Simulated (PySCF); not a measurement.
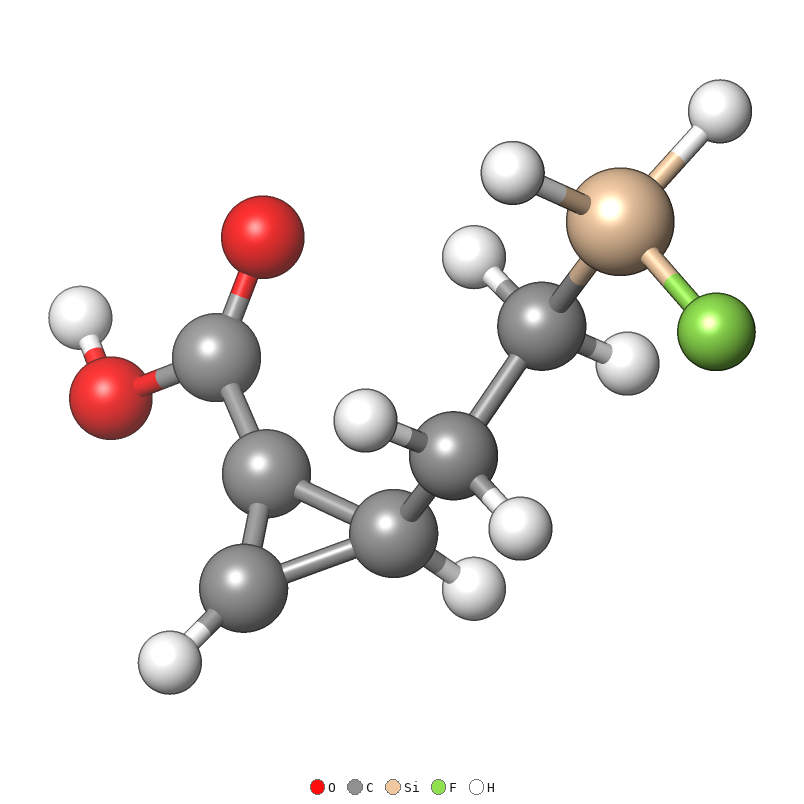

The computed structure is the end point of a GFN2-xTB optimisation. No frequency run is at hand to confirm it as a minimum. Properties computed with PBE0/pcSseg-1, gas phase (PySCF 2.14.0).

What is the dipole moment?

2.90 D.

Estimate the HOMO energy (Kohn–Sham orbital).

−7.63 eV.

Estimate the LUMO energy (Kohn–Sham orbital).

−1.69 eV.

The geometry is semi-empirical. Around Si such bond lengths and angles can be off by a tenth of an ångström or more and by several degrees, and values that hang on the shape move with them.
